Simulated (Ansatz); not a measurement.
# Ir: the crystal squeezed far, part 2 of 2

How does Ir (fcc type) answer strong compression, and how long do frozen cores keep up with all electrons? The runs shown use LAPW, crystal datasets and norm-conserving. Companion runs by PAW are cited. Its runs: the reference run (LAPW); volume scaled by 1 (crystal datasets and norm-conserving); volume scaled by 0.9 (LAPW and norm-conserving); volume scaled by 0.8 (LAPW); volume scaled by 0.7 (LAPW); volume scaled by 0.6 (LAPW and norm-conserving); volume scaled by 0.5 (LAPW and norm-conserving); volume scaled by 0.4 (LAPW, crystal datasets and norm-conserving).

Ansatz 0.2.0; DFT PBE; a cell built from a prototype (fcc type), not taken from measurement. «Crystal datasets» are all-electron PAW datasets made for this crystal. Earlier steps stand in the parts before.

**10. Volume scaled by 0.6, norm-conserving**

File input.yaml:

```yaml
crystal:
  lattice:
    - [0.0, 1.6326745457, 1.6326745457]
    - [1.6326745457, 0.0, 1.6326745457]
    - [1.6326745457, 1.6326745457, 0.0]
  atoms:
    - { symbol: Ir, position: [0.0, 0.0, 0.0] }
kpoints:
  mp_grid: { grid: [17, 17, 17] }
scf:
  occupations: { method: fermi_dirac, width: 0.1 }
hamiltonian:
  xc: pbe
  pseudopotentials: { kind: nc }
output:
  forces: true
  stress: true
  eigenvalues: true
```

Launch:

```bash
$ ansatz run input.yaml --threads 1 --pin off --max-ram 2048MiB --backend cpu --events-out ev --progress --plain --runs-dir out
```

The log of the run (excerpt; [...] marks lines left out):

```text
[...]
Pseudopotentials: kind: nc
Pseudopotential: Ir, nc, valence charge 17, recommended cutoff 925.187132 eV (normal), Ir.nc.azcp
Functional definition: PBE
[...]
Crystal: 1 atoms, lattice volume = 8.704 Å³
Basis set: ecut = 925.187132 eV, 537 PW (Γ), exchange–correlation on 48×48×48 points (8 copies of the dense FFT grid, shifted against one another)
[...]
  atom   1  Ir    -0.00000000    -0.00000000    -0.00000000
[...]
--- Stress (GPa, compression-positive) ---
      613.130712       0.000000       0.000000
        0.000000     613.130712      -0.000000
       -0.000000      -0.000000     613.130712
  P = ⅓ Tr σ = 613.1307 GPa (6131.307 kbar)
--- Band table (eV; the first three rows and the last of 165) ---
  k-point 0: bands = ["-49.2855", "-4.4542", "-4.4542", "-4.4542", "29.3212", "37.9481", "37.9481", "37.9481", "43.5531", "43.5531", "56.6111", "65.2761", "65.2761"]
[...]
```

Wall time 2.9 s (1 thread of Arm Neoverse V1, shared host); peak memory 0.24 GiB.

This run gives: pressure 613.13 GPa; no gap.

**11. Volume scaled by 0.5, LAPW**

File input.yaml:

```yaml
crystal:
  lattice:
    - [0.0, 1.5364055709, 1.5364055709]
    - [1.5364055709, 0.0, 1.5364055709]
    - [1.5364055709, 1.5364055709, 0.0]
  atoms:
    - { symbol: Ir, position: [0.0, 0.0, 0.0] }
kpoints:
  mp_grid: { grid: [17, 17, 17] }
scf:
  occupations: { method: fermi_dirac, width: 0.1 }
hamiltonian:
  xc: pbe
  pseudopotentials: { kind: all_electron, lapw: { basis_error: 0.001 } }
output:
  forces: true
  stress: true
  eigenvalues: true
  populations: true
```

Launch:

```bash
$ ansatz run input.yaml --threads 1 --pin off --max-ram 2048MiB --backend cpu --events-out ev --progress --plain --runs-dir out
```

The log of the run (excerpt; [...] marks lines left out):

```text
Ir: projections on atomic orbitals take those of the free atom 1s2 2s2 2p6 3s2 3p6 3d10 4s2 4p6 4d10 4f14 5s2 5p6 5d7 6s2, of charge +0.00 (hamiltonian.pseudopotentials.projection_atoms)
LAPW: plane waves up to 11.435 Å⁻¹, error target 1.0e-3 eV per atom; small_component_spin mean_spin; Ir in spheres of 1.086 Å, 49 of its electrons in bands, Dirac shells []
[...]
[... 1 set-up line as earlier in the session ...]
[...]
--- Forces (eV/Å), atoms counted from 1 ---
  atom   1  Ir     0.00000000     0.00000000     0.00000000
[...]
--- Stress (GPa, compression-positive) ---
     1252.798583       0.000000       0.000000
        0.000000    1252.798583      -0.000000
        0.000000      -0.000000    1252.798583
  P = ⅓ Tr σ = 1252.7986 GPa (12527.986 kbar)
--- Band table (eV; the first three rows and the last of 165) ---
[...]
--- Löwdin populations: 1 site ---
  site symbol       q [e]
     0     Ir     76.8482
  spilling = 0.001971 (of n_electrons = 77.000000)
```

Wall time 22 s (1 thread of Arm Neoverse V1, shared host); peak memory 0.44 GiB.

This run gives: pressure 1252.80 GPa; no gap.

**12. Volume scaled by 0.5, norm-conserving**

Edit input.yaml of step 11 so:

```diff
@@ -13,3 +13,3 @@
   xc: pbe
-  pseudopotentials: { kind: all_electron, lapw: { basis_error: 0.001 } }
+  pseudopotentials: { kind: nc }
 output:
@@ -18,2 +18 @@
   eigenvalues: true
-  populations: true
```

Launch:

```bash
$ ansatz run input.yaml --threads 1 --pin off --max-ram 2048MiB --backend cpu --events-out ev --progress --plain --runs-dir out
```

The log of the run (excerpt; [...] marks lines left out):

```text
[...]
[... 3 set-up lines as earlier in the session ...]
[...]
Crystal: 1 atoms, lattice volume = 7.253 Å³
Basis set: ecut = 925.187132 eV, 459 PW (Γ), exchange–correlation on 48×48×48 points (8 copies of the dense FFT grid, shifted against one another)
[...]
  atom   1  Ir    -0.00000000    -0.00000000     0.00000000
[...]
--- Stress (GPa, compression-positive) ---
     1257.625665       0.000000      -0.000000
       -0.000000    1257.625665       0.000000
        0.000000      -0.000000    1257.625665
  P = ⅓ Tr σ = 1257.6257 GPa (12576.257 kbar)
--- Band table (eV; the first three rows and the last of 165) ---
  k-point 0: bands = ["-41.0640", "5.1048", "5.1048", "5.1048", "37.5396", "45.6620", "45.6620", "45.6620", "52.8869", "52.8869", "64.6736", "74.8255", "74.8255"]
[...]
```

Run time: 2.5 s. Hardware: 1 thread of Arm Neoverse V1, shared host; peak memory 0.23 GiB.

Result: pressure 1257.63 GPa; no gap.

**13. Volume scaled by 0.4, LAPW**

File input.yaml:

```yaml
crystal:
  lattice:
    - [0.0, 1.4262725884, 1.4262725884]
    - [1.4262725884, 0.0, 1.4262725884]
    - [1.4262725884, 1.4262725884, 0.0]
  atoms:
    - { symbol: Ir, position: [0.0, 0.0, 0.0] }
kpoints:
  mp_grid: { grid: [17, 17, 17] }
  band_path:
    path:
      - [0.0, 0.0, 0.0]
      - [0.5, 0.0, 0.5]
      - [0.625, 0.25, 0.625]
      - [0.375, 0.375, 0.75]
      - [0.0, 0.0, 0.0]
      - [0.5, 0.5, 0.5]
      - [0.5, 0.25, 0.75]
      - [0.5, 0.0, 0.5]
    npoints: 8
scf:
  occupations: { method: fermi_dirac, width: 0.1 }
hamiltonian:
  xc: pbe
  pseudopotentials: { kind: all_electron, lapw: { basis_error: 0.001 } }
output:
  forces: true
  stress: true
  eigenvalues: true
  populations: true
  dos: { projected: true, de: 0.2, e_range: [-14, 8] }
```

Launch:

```bash
$ ansatz run input.yaml --threads 1 --pin off --max-ram 2048MiB --backend cpu --events-out ev --progress --plain --runs-dir out
```

The log of the run:

```text
Ir: projections on atomic orbitals take those of the free atom 1s2 2s2 2p6 3s2 3p6 3d10 4s2 4p6 4d10 4f14 5s2 5p6 5d7 6s2, of charge +0.00 (hamiltonian.pseudopotentials.projection_atoms)
LAPW: plane waves up to 12.605 Å⁻¹, error target 1.0e-3 eV per atom; small_component_spin mean_spin; Ir in spheres of 1.009 Å, 49 of its electrons in bands, Dirac shells []
[... 2 set-up lines as earlier in the session ...]
Pseudopotential: Ir, LAPW, valence charge 49, Koelling and Harmon's equation, gaussian nucleus
[... 5 set-up lines as earlier in the session ...]
Crystal: 1 atoms, lattice volume = 5.803 Å³
Basis set: ecut = 605.3782181899438 eV, 181 PW (Γ), exchange–correlation at level 2
Bands: 30, of which v1, the nominal top of the filled ones, is band 25 counted from 1 (24 counted from 0)
[... 1 set-up line as earlier in the session ...]
Space group: Fm-3m (ITA 225), of the structure as read, at distance tolerance 1.8e-5 Å
k-points: 165 of 4913
[... 4 set-up lines as earlier in the session ...]
iter 1 solved again at ethr=4.22e-5 eV; its pass at ethr=1.00e-1 eV (dr2=2.07e-2 eV) is discarded
SCF iter   1: F=—  HF=-484994.198289 eV  |F-HF|=—  |Δ(HF+E_count)|=         —  Δρ=3.05e-2  dr2=2.07e-2  ethr=4.22e-5  ⟨swp⟩=3.1  Hψ=32971  notcnv=0
preconditioner: auto → none  [metal: Δε(μ)=0.127 eV  Ē_g=64.343 eV  σ=0.100 eV  W_gap=0.29  n_scr=8 (ndim 8)  ℏωp=83.0 eV  f_vac=0.000  D(μ)=0.21/eV (n_scr^D=0)  sad-step TF]
SCF iter   2: F=—  HF=-484994.167721 eV  |F-HF|=—  |Δ(HF+E_count)|=   3.06e-2  Δρ=1.84e-2  dr2=8.23e-3  ethr=4.22e-5  ⟨swp⟩=2.0  Hψ=14141  notcnv=0
iter 3 solved again at ethr=3.83e-7 eV; its pass at ethr=1.68e-5 eV (dr2=1.88e-4 eV) is discarded
SCF iter   3: F=—  HF=-484994.161900 eV  |F-HF|=—  |Δ(HF+E_count)|=   5.82e-3  Δρ=3.19e-3  dr2=1.88e-4  ethr=3.83e-7  ⟨swp⟩=2.0  Hψ=24160  notcnv=0
SCF iter   4: F=—  HF=-484994.161067 eV  |F-HF|=—  |Δ(HF+E_count)|=         —  Δρ=1.78e-3  dr2=7.08e-5  ethr=3.83e-7  ⟨swp⟩=2.0  Hψ=14139  notcnv=0
the basis was enlarged: its passes take 162.4 KiB over the memory plan, 1 of 1 planned eigensolver slots
SCF iter   5: F=—  HF=-484994.161063 eV  |F-HF|=—  |Δ(HF+E_count)|=   3.99e-6  Δρ=1.70e-4  dr2=4.49e-7  ethr=1.45e-7  ⟨swp⟩=2.0  Hψ=14139  notcnv=0
SCF iter   6: F=-484994.161064 eV  HF=-484994.161064 eV  |F-HF|=1.51e-9  |Δ(HF+E_count)|=   2.36e-7  Δρ=7.97e-6  dr2=6.56e-10  ethr=9.16e-10  ⟨swp⟩=2.0  Hψ=14139  notcnv=0
SCF 1 converged in 6 iterations: F = -484994.161064 eV  dr2 = 6.56e-10
NSCF: frozen V_eff on 57 k-points
SCF converged after 6 iterations
Free energy (F): -484994.161064 eV
Harris-Foulkes:  -484994.161064 eV  (|F-HF|=1.51e-9)
Internal energy: -484994.154219 eV  (E = F + TS)
E sigma→0 (E₀):  -484994.157641 eV
Entropy (-TS):   -0.006845 eV (-6.845 meV/atom)
Fermi energy:    85.601991 eV
--- Per-component energies (eV) ---
  E_band       = -4492.203153
  E_kinetic    = 549093.644458
  E_xc         = -9510.913308
  E_electrostatic = -1024576.885368  (all electrons and nuclei)
  E_smearing   = -0.006845  (= −TS)
  E_closure    = 0.000000  (closes the sum)
  E_atoms      = -485016.743210  (free atoms, spherical and without spin; not in F)
  Σ components = -484994.161064   (vs F -484994.161064, Δ=0.00e0)
  Basis errors (estimates in eV, not in F): energy 2.3e-4 per atom: plane waves 1.9e-4 (9.8e-5 summed), levels above the bands 1.2e-116, relativity 7.9e-8, radial functions 3.4e-5, core shells 2.0e-11; eigenvalues (radial functions only) 1.8e-5; not estimated: angular momenta, meshes, grids; target (lapw.basis_error) 1.0e-3; muffin-tin radii Ir 1.009 Å
--- Forces (eV/Å), atoms counted from 1 ---
  atom   1  Ir    -0.00000000     0.00000000     0.00000000
  max |Σ_I F_I| component: 1.58e-29 eV/Å
--- Stress (GPa, compression-positive) ---
     2699.204826      -0.000000       0.000000
       -0.000000    2699.204826      -0.000000
        0.000000      -0.000000    2699.204826
  P = ⅓ Tr σ = 2699.2048 GPa (26992.048 kbar)
--- Band table (eV; the first three rows and the last of 165) ---
  k-point 0: bands = ["-576.1712", "-408.8441", "-408.8441", "-408.8441", "-203.4183", "-203.4183", "-203.4183", "-203.3872", "-203.3872", "-15.6378", "24.3876", "24.5621", "24.5621", "24.5621", "24.8180", "24.8180", "24.8180", "33.5907", "33.5907", "33.5907", "65.4708", "71.4374", "71.4374", "71.4374", "81.1093", "81.1093", "91.0983", "103.3244", "103.3244", "103.3244"]
  k-point 1: bands = ["-576.1712", "-408.8441", "-408.8441", "-408.8441", "-203.4183", "-203.4183", "-203.4183", "-203.3872", "-203.3872", "-15.5633", "24.3948", "24.5608", "24.5680", "24.5680", "24.8080", "24.8080", "24.8184", "33.0892", "33.5345", "33.5345", "65.9795", "71.1870", "71.6628", "71.6628", "80.8023", "80.8023", "91.9513", "102.0505", "104.1481", "104.1481"]
  k-point 2: bands = ["-576.1712", "-408.8441", "-408.8441", "-408.8441", "-203.4182", "-203.4182", "-203.4182", "-203.3872", "-203.3872", "-15.3465", "24.4145", "24.5575", "24.5847", "24.5847", "24.7793", "24.7793", "24.8195", "31.7315", "33.3776", "33.3776", "66.9503", "71.0514", "72.2358", "72.2358", "80.1409", "80.1409", "94.0853", "99.9831", "106.4421", "106.4421"]
  k-point 164: bands = ["-576.1711", "-408.8442", "-408.8442", "-408.8442", "-203.4176", "-203.4173", "-203.4160", "-203.3873", "-203.3866", "-12.2690", "24.3586", "24.4092", "24.5914", "24.6493", "24.6636", "24.6975", "24.7027", "25.6365", "26.2320", "28.8792", "65.8473", "70.4874", "72.5323", "78.1563", "91.4258", "103.2173", "105.2079", "107.5924", "112.1402", "121.4160"]
--- Löwdin populations: 1 site ---
  site symbol       q [e]
     0     Ir     76.8382
  spilling = 0.002102 (of n_electrons = 77.000000)
```

Run time: 30 s. Hardware: 1 thread of Arm Neoverse V1, shared host; peak memory 0.43 GiB.

In short: pressure 2699.20 GPa; no gap.

Levels at the path's labelled points, in eV from the Fermi level:

| point | band 21 | band 22 | band 23 | band 24 | band 25 | band 26 | band 27 |
| --- | --- | --- | --- | --- | --- | --- | --- |
| Γ | -20.13 | -14.16 | -14.16 | -14.16 | -4.49 | -4.49 | 5.50 |
| X | -25.77 | -24.91 | 3.85 | 6.26 | 6.26 | 8.61 | 17.14 |
| U | -23.46 | -17.48 | -5.92 | -3.92 | 1.55 | 10.65 | 22.84 |
| K | -23.46 | -17.48 | -5.92 | -3.92 | 1.55 | 10.65 | 22.84 |
| Γ | -20.13 | -14.16 | -14.16 | -14.16 | -4.49 | -4.49 | 5.50 |
| L | -22.57 | -14.95 | -14.95 | -0.10 | 3.59 | 3.59 | 8.54 |
| W | -19.70 | -14.06 | -14.06 | -7.78 | 6.34 | 19.09 | 19.09 |
| X | -25.77 | -24.91 | 3.85 | 6.26 | 6.26 | 8.61 | 17.14 |

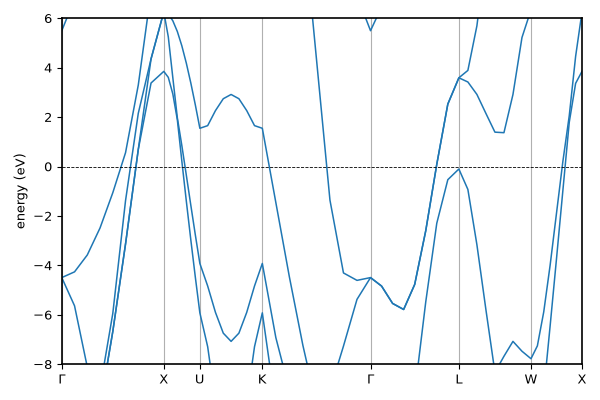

The leg U–K joins two equivalent points. Bands along the path, counted from its Fermi level.

States per cell, counted by energy window (eV from the Fermi level, on a grid of 0.20 eV):

| from | to | total | Ir 5d | Ir 6s |
| --- | --- | --- | --- | --- |
| -10 | -9 | 0.30 | 0.26 | 0.02 |
| -9 | -8 | 0.35 | 0.29 | 0.03 |
| -8 | -7 | 0.51 | 0.44 | 0.03 |
| -7 | -6 | 0.45 | 0.39 | 0.03 |
| -6 | -5 | 0.33 | 0.28 | 0.03 |
| -5 | -4 | 0.32 | 0.28 | 0.02 |
| -4 | -3 | 0.29 | 0.25 | 0.02 |
| -3 | -2 | 0.26 | 0.22 | 0.02 |
| -2 | -1 | 0.26 | 0.22 | 0.02 |
| -1 | 0 | 0.25 | 0.22 | 0.02 |
| 0 | 1 | 0.27 | 0.23 | 0.02 |
| 1 | 2 | 0.34 | 0.29 | 0.03 |
| 2 | 3 | 0.35 | 0.30 | 0.02 |
| 3 | 4 | 0.32 | 0.28 | 0.02 |
| 4 | 5 | 0.22 | 0.18 | 0.03 |

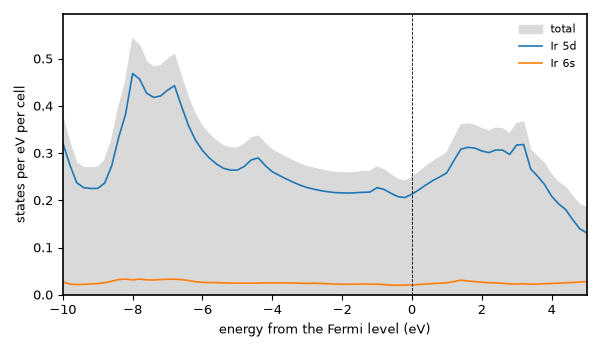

Density of states, total and projected.

**14. Volume scaled by 0.4, crystal datasets**

File input.yaml:

```yaml
crystal:
  lattice:
    - [0.0, 1.4262725884, 1.4262725884]
    - [1.4262725884, 0.0, 1.4262725884]
    - [1.4262725884, 1.4262725884, 0.0]
  atoms:
    - { symbol: Ir, position: [0.0, 0.0, 0.0] }
kpoints:
  mp_grid: { grid: [17, 17, 17] }
scf:
  occupations: { method: fermi_dirac, width: 0.1 }
hamiltonian:
  xc: pbe
  pseudopotentials: { kind: all_electron, datasets: crystal }
output:
  forces: true
  stress: true
  eigenvalues: true
```

Launch:

```bash
$ ansatz run input.yaml --threads 1 --pin off --max-ram 2048MiB --backend cpu --events-out ev --progress --plain --runs-dir out
```

The log of the run (excerpt; [...] marks lines left out):

```text
[...]
[... 1 set-up line as earlier in the session ...]
Pseudopotential: Ir, paw, valence charge 31, recommended cutoff 560 eV (normal), Koelling and Harmon's equation, gaussian nucleus
[... 1 set-up line as earlier in the session ...]
[...]
Crystal: 1 atoms, lattice volume = 5.803 Å³
Basis set: ecut = 560 eV, 169 PW (Γ), exchange–correlation on 36×36×36 points (8 copies of the dense FFT grid, shifted against one another)
[...]
--- Stress (GPa, compression-positive) ---
     2699.206560       0.000000      -0.000000
        0.000000    2699.206560      -0.000000
       -0.000000      -0.000000    2699.206560
  P = ⅓ Tr σ = 2699.2066 GPa (26992.066 kbar)
--- Band table (eV; the first three rows and the last of 165) ---
  k-point 0: bands = ["-15.6379", "24.3878", "24.5617", "24.5617", "24.5617", "24.8178", "24.8178", "24.8178", "33.5906", "33.5906", "33.5906", "65.4708", "71.4374", "71.4374", "71.4374", "81.1091", "81.1091", "91.0983"]
[...]
```

It took 20 s on 1 thread of Arm Neoverse V1, shared host; peak memory 0.64 GiB.

Read from it: pressure 2699.21 GPa; no gap.

**15. Volume scaled by 0.4, norm-conserving**

Edit input.yaml of step 14 so:

```diff
@@ -13,3 +13,3 @@
   xc: pbe
-  pseudopotentials: { kind: all_electron, datasets: crystal }
+  pseudopotentials: { kind: nc }
 output:
```

Launch:

```bash
$ ansatz run input.yaml --threads 1 --pin off --max-ram 2048MiB --backend cpu --events-out ev --progress --plain --runs-dir out
```

The log of the run (excerpt; [...] marks lines left out):

```text
[...]
[... 3 set-up lines as earlier in the session ...]
[...]
Crystal: 1 atoms, lattice volume = 5.803 Å³
Basis set: ecut = 925.187132 eV, 339 PW (Γ), exchange–correlation on 48×48×48 points (8 copies of the dense FFT grid, shifted against one another)
[...]
  atom   1  Ir    -0.00000000    -0.00000000     0.00000000
[...]
--- Stress (GPa, compression-positive) ---
     2707.665573      -0.000000      -0.000000
       -0.000000    2707.665573       0.000000
        0.000000       0.000000    2707.665573
  P = ⅓ Tr σ = 2707.6656 GPa (27076.656 kbar)
--- Band table (eV; the first three rows and the last of 165) ---
  k-point 0: bands = ["-30.1652", "19.0450", "19.0450", "19.0450", "50.7756", "56.6613", "56.6613", "56.6613", "66.3614", "66.3614", "76.0616", "88.3440", "88.3440"]
[...]
```

Wall time 2.8 s (1 thread of Arm Neoverse V1, shared host); peak memory 0.23 GiB.

In short: pressure 2707.67 GPa; no gap.

**16. All runs together**

Rows by PAW come from runs of the same series that aren't printed here.

| method | volume over the first | volume (Å³/atom) | pressure (GPa) | SCF cycles, all passes |
| --- | --- | --- | --- | --- |
| LAPW | 1 | 14.507 | -0.09 | 6 |
| LAPW | 0.9 | 13.056 | 47.48 | 6 |
| LAPW | 0.8 | 11.606 | 134.75 | 6 |
| LAPW | 0.7 | 10.155 | 297.24 | 6 |
| LAPW | 0.6 | 8.704 | 610.70 | 6 |
| LAPW | 0.5 | 7.253 | 1252.80 | 5 |
| LAPW | 0.4 | 5.803 | 2699.20 | 6 |
| PAW | 1 | 14.507 | -0.03 | 6 |
| PAW | 0.9 | 13.056 | 47.63 | 6 |
| PAW | 0.8 | 11.606 | 135.09 | 6 |
| PAW | 0.7 | 10.155 | 298.01 | 6 |
| PAW | 0.6 | 8.704 | 612.79 | 6 |
| PAW | 0.5 | 7.253 | 1258.91 | 7 |
| PAW | 0.4 | 5.803 | 2718.66 | 8 |
| PAW (core large) | 0.7 | 10.155 | 298.01 | 6 |
| PAW (partial_waves polarizable) | 0.4 | 5.803 | 2718.66 | 8 |
| crystal datasets | 1 | 14.507 | -0.09 | 7 |
| crystal datasets | 0.4 | 5.803 | 2699.21 | 7 |
| norm-conserving | 1 | 14.507 | 0.12 | 6 |
| norm-conserving | 0.9 | 13.056 | 47.84 | 6 |
| norm-conserving | 0.6 | 8.704 | 613.13 | 6 |
| norm-conserving | 0.5 | 7.253 | 1257.63 | 5 |
| norm-conserving | 0.4 | 5.803 | 2707.67 | 6 |

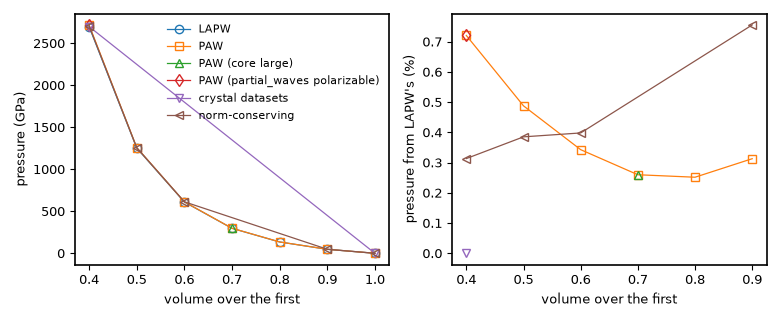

The series against volume.

**17. Results**

The summary covers parts 1 to 2.

```
                                                     quantity       value
                           LAPW pressure at 0.4 of the volume  2699.2 GPa
                            PAW pressure at 0.4 of the volume  2718.7 GPa
PAW (partial_waves polarizable) pressure at 0.4 of the volume  2718.7 GPa
               crystal datasets pressure at 0.4 of the volume  2699.2 GPa
                norm-conserving pressure at 0.4 of the volume  2707.7 GPa
                  fitted bulk modulus at zero pressure (LAPW)     376 GPa
                                      its pressure derivative        4.41
```

In words: By LAPW the pressure climbs to 2699 GPa at 0.4 of the first volume. A third-order Birch-Murnaghan curve fits the range only roughly (B₀ = 376 GPa, B′ = 4.41, misfit at most 44.63 GPa). A fit over so wide a range leans to the high pressures, so B₀ can be off by several per cent. Where LAPW's pressure is over 3 GPa, PAW's departs from it by at most 0.7 %, at 0.4 of the volume. The ions are at rest, and the electrons smeared by 0.1 eV. Spin-orbit coupling is left out, though the cell holds Ir; in elements this heavy it can shift bands and gaps by tenths of an eV.
